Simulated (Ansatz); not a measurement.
The relaxed structure here is a generated cell of BeS: the first start was made by placing the elements on the sites of a structure type, and the end was not matched to a known phase here, so it may be hypothetical.

A relaxed structure of BeS. Calculation: r2SCAN (plane waves to 500 eV, PAW, scalar-relativistic; Ansatz, a first-principles code).

P6₃/mmc (No. 194), hP4, NiAs type; a = b = 3.3003 Å, c = 5.2553 Å, α = β = 90.00°, γ = 120.00°.

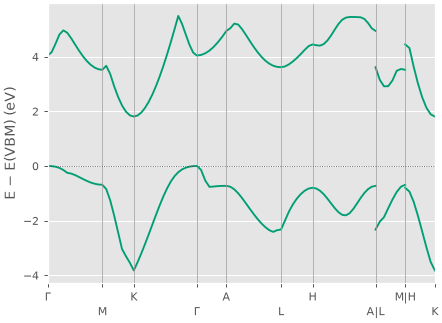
Figure. Highest filled and lowest empty band along the path of this cell's Brillouin zone

Read off the gap and say whether it is direct.

1.81 eV, indirect (valence top at Γ, conduction bottom at K) (no spin-orbit coupling).

How far does the top valence band disperse along this path?

About 3.8 eV.

No spin polarisation in the result.

The run could not lose the symmetry of its start, so the end can be a saddle point.

All atoms sit on sites fixed by symmetry, so only the cell could relax.
